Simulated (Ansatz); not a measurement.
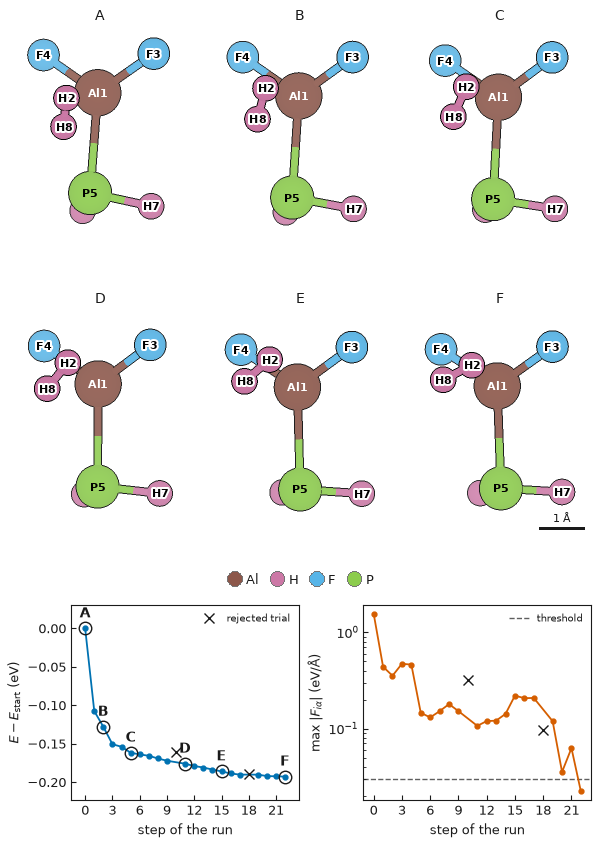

Frames of a relaxation of AlPH₄F₂, marked on the history of the run. The picture is a ball-and-stick view, seen from a free direction.

The run prepares an end point of a later path (reaction) calculation, from a guessed geometry.

Method: Ansatz, RHF/def2-SVP. (no spin polarisation; force threshold 0.03 eV/Å; at most 50 steps)

Question: Describe the path.

Answer: After 20 accepted moves (22 points after the start) the energy has fallen by 0.193 eV. Largest force component: 1.6 eV/Å at the start, 0.022 eV/Å at the end. The line search rejected the trial steps at points 10, 18 of the run. The largest move after the best rigid fit is that of an H atom, 0.82 Å. By element the largest moves are H 0.82 Å, P 0.39 Å, F 0.39 Å, Al 0.34 Å. Some distances before and after: H–H 0.713 → 0.747 Å, Al–P 2.288 → 2.316 Å, Al–F 1.643 → 1.648 Å. Among the angles between lasting bonds that change: Al–P–H 99.8° → 95.8°, Al–P–H 98.4° → 95.8°. The run took 32 s on 1 thread of Arm Neoverse V1, on a shared host, peak memory 0.15 GiB. From step 0 to 2: an H atom moves most (0.38 Å), energy −0.128 eV. From step 2 to 5: an H atom moves most (0.24 Å), energy −0.034 eV. From step 5 to 11: an H atom moves most (0.27 Å), energy −0.014 eV. From step 11 to 15: F and H atoms move most (0.33 Å), energy −0.010 eV. From step 15 to 22: an H atom moves most (0.18 Å), energy −0.007 eV.

| step | E − E(0), eV | largest force component, eV/Å | note |
| --- | --- | --- | --- |
| 0 | 0.0000 | 1.5592 |  |
| 1 | -0.1074 | 0.4380 |  |
| 2 | -0.1279 | 0.3533 |  |
| 3 | -0.1505 | 0.4699 |  |
| 4 | -0.1539 | 0.4614 |  |
| 5 | -0.1615 | 0.1459 |  |
| 6 | -0.1638 | 0.1304 |  |
| 7 | -0.1655 | 0.1513 |  |
| 8 | -0.1691 | 0.1793 |  |
| 9 | -0.1720 | 0.1516 |  |
| 10 | -0.1600 | 0.3170 | rejected |
| 11 | -0.1759 | 0.1066 |  |
| 12 | -0.1788 | 0.1194 |  |
| 13 | -0.1808 | 0.1207 |  |
| 14 | -0.1835 | 0.1419 |  |
| 15 | -0.1859 | 0.2198 |  |
| 16 | -0.1885 | 0.2066 |  |
| 17 | -0.1900 | 0.2078 |  |
| 18 | -0.1887 | 0.0965 | rejected |
| 19 | -0.1901 | 0.1193 |  |
| 20 | -0.1919 | 0.0354 |  |
| 21 | -0.1923 | 0.0625 |  |
| 22 | -0.1927 | 0.0222 |  |

Limits of the set-up: the start holds two separate molecules, 2.6 Å apart at their closest, whose relative position is a soft coordinate and is computed without a dispersion correction; Hartree-Fock leaves out electron correlation.
